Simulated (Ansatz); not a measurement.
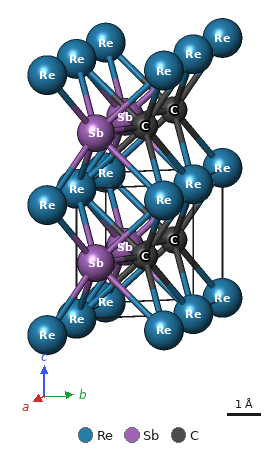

Solid ReSbC (a generated structure, set up in P-6m2), before the relaxation. A ball-and-stick model of the cell of the calculation, repeated 2 × 1 × 2 with one cell outlined, seen slightly off an axis.

All numbers below come from DFT PBE, scalar-relativistic, plane waves, PAW (Ansatz).

Input
```yaml
crystal:
  lattice:
    - [3.74126355, 0.0, 0.0]
    - [-1.87063177, 3.24002928, 0.0]
    - [0.0, 0.0, 4.04056463]
  atoms:
    - { symbol: Re, position: [0.0, 0.0, 0.0] }
    - { symbol: Sb, position: [0.66666667, 0.33333333, 0.5] }
    - { symbol: C, position: [0.33333333, 0.66666667, 0.5] }
basis:
  ecutwfc: 420
kpoints:
  mp_grid: { grid: [15, 15, 12] }
hamiltonian:
  xc: pbe
scf:
  occupations: { method: gaussian, width: 0.1 }
output:
  forces: true
  stress: true
  eigenvalues: true
  write_density: true
  write_potential: true
  elf: true
  volumetric_format: npy
relax:
  adjacent_minimum: "off"
  f_tol: 0.01
  max_steps: 80
  cell: { stress_tol: 0.05 }
```

Command:
```bash
ansatz run input.yaml --threads 1 --pin off --max-ram 2048MiB --backend cpu --events-out ev --progress --plain --runs-dir out
```

Predict the outcome.

The atoms keep their places relative to the cell (all moves are under 0.005 Å). The drawn cell changes as follows: a = b 3.741 → 4.144 Å (+10.8 %), c 4.041 → 3.005 Å (−25.6 %); the volume changes by −8.7 %. Among the contacts that change: Re1–Re1 4.041 → 3.005 Å, Sb2–Sb2 4.041 → 3.005 Å, Sb2–C3 2.160 → 2.393 Å, Re1–Sb2 2.958 → 2.825 Å. Bond angles that change, for instance: Sb2–Re1–Sb2 86.2° → 64.3°, Sb2–Re1–Sb2 78.5° → 94.3°, Sb2–Re1–Sb2 137.2° → 129.9°. The space group stays P-6m2 (No. 187). Over 9 accepted moves (11 points after the start) the energy falls by 456 meV per atom. All forces vanish by symmetry, so only the cell relaxes. The pressure goes from −2.02 to 0.02 GPa. The SCF was repeated twice at an unchanged geometry on a basis and grid sized afresh for the cell, which shifted the energy by 3.7 meV per atom at most.

Step by step:

```tsv
step	E − E(0), meV/atom	pressure, GPa	volume, Å³/atom	note
0	0.00	-2.02	16.326	
1	-9.39	4.80	15.495	
2	-35.95	7.78	15.110	
3	-145.02	9.23	14.759	
4	-285.13	9.82	14.465	
5	-417.23	6.70	14.452	
6	-445.49	-4.63	15.291	
7	-452.29	0.26	14.857	
8	-452.29	0.00	14.879	
9	-455.95	0.27	14.879	same geometry, new basis
10	-456.00	0.02	14.898	
11	-456.02	0.02	14.898	same geometry, new basis
```

Final geometry:

```
CELL_PARAMETERS angstrom
4.14429 0.00000 0.00000
-2.07215 3.58906 0.00000
0.00000 0.00000 3.00492
ATOMIC_POSITIONS crystal
Re 0.00000 0.00000 0.00000
Sb 0.66667 0.33333 0.50000
C 0.33333 0.66667 0.50000
```

The end point in the same view:

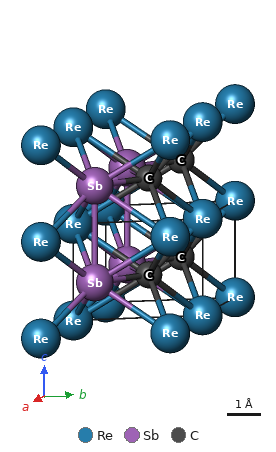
